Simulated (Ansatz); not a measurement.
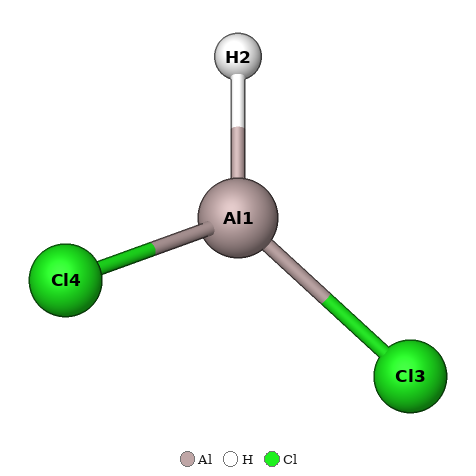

Harmonic vibrations computed with RKS PBE0-D4/def2-TZVP (Ansatz 0.2.0) at a stationary point of the same level.

> How many imaginary frequencies does it have?

A minimum: no imaginary frequency, and the lowest mode lies at 160 cm⁻¹.

> List the wavenumbers.

6 modes: 160, 451, 482, 585, 658, 2014 cm⁻¹.
